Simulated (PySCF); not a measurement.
# C₅H₇FOSi (SMILES C=C[SiH2]/C(F)=C\C=O): what the fields show

| atom | x (Å) | y (Å) | z (Å) |
| --- | --- | --- | --- |
| C | 2.7377 | 0.1047 | -0.4345 |
| C | 1.5559 | -0.2090 | 0.0694 |
| Si | 0.0410 | -0.5747 | -0.9883 |
| C | -1.4449 | -0.9017 | 0.1689 |
| F | -1.9120 | -2.1519 | 0.2273 |
| C | -2.0273 | 0.0474 | 0.9165 |
| C | -1.4720 | 1.3688 | 0.7933 |
| O | -0.5354 | 1.6284 | 0.0624 |
| H | 2.8980 | 0.1761 | -1.4975 |
| H | 3.5979 | 0.3084 | 0.1853 |
| H | 1.4521 | -0.2574 | 1.1472 |
| H | 0.2269 | -1.9114 | -1.5926 |
| H | -0.3193 | 0.3514 | -2.0549 |
| H | -2.8629 | -0.1312 | 1.5761 |
| H | -1.9403 | 2.1603 | 1.3995 |

Geometry: GFN2-xTB.

Theory: wB97X-D/def2-SVPD, SCF density, gas phase (PySCF).

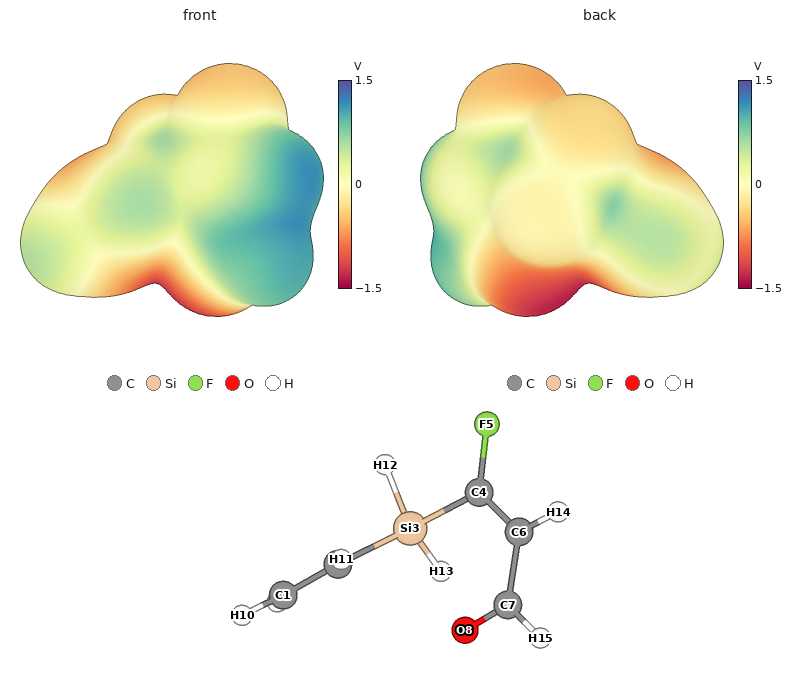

Figure 1. The electrostatic potential painted on the density surface at 0.001 e/bohr³, seen from the front and from behind; the colour scale runs from red (negative) to blue (positive). The bare structure is drawn below in the same view.

Which sites attract a positive test charge, and which a negative one?

Answer. A positive charge is drawn to the negative regions and a negative charge to the positive ones. The most negative region (about −1.3 V) lies over O8, the most positive (about +1.1 V) over C6, C7, H14 and H15. O8 is the likeliest acceptor of a hydrogen bond.

How polar is the molecule by this calculation?

Answer. Its dipole moment is 1.96 D.

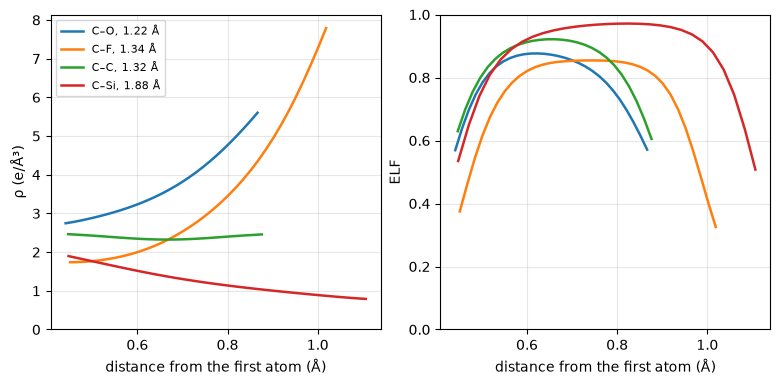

Figure 2. Electron density and ELF along straight lines between neighbouring atoms. The curves leave out the atomic cores.

Compare the contacts.

Answer. C–O (1.22 Å): ρ at the midpoint is about 3.3 e/Å³; the ELF peaks at about 0.90 between the atoms: a multiple bond.
C–F (1.34 Å): ρ is about 2.3 e/Å³ halfway; the ELF peaks at about 0.85 between the atoms: a polar covalent bond.
C–C (1.32 Å): ρ is about 2.3 e/Å³ halfway; the ELF peaks at about 0.90 between the atoms; a short, multiple covalent bond.
C–Si (1.88 Å): ρ at the midpoint is about 0.95 e/Å³; the ELF peaks at about 1 between the atoms (a covalent bond).
